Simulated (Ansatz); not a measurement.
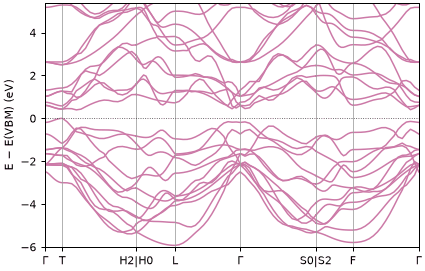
Band structure from plane-wave PAW r²SCAN+D4 (Ansatz code)

The gap is 0.38 eV; an edge lies off the plotted path or next to a special point (maximum at T, minimum off the standard path).

The material is GeSb$_{2}$Te$_{4}$ in space group R-3m (No. 166; Ge on 3a, Sb on 6c, Te on 6c, Te on 6c).

The r²SCAN+D4 relaxation kept the symmetry of its start. Scalar-relativistic: spin–orbit coupling is off unless named, which matters more the heavier the elements.

Potentials: the later of the program's two PAW sets.
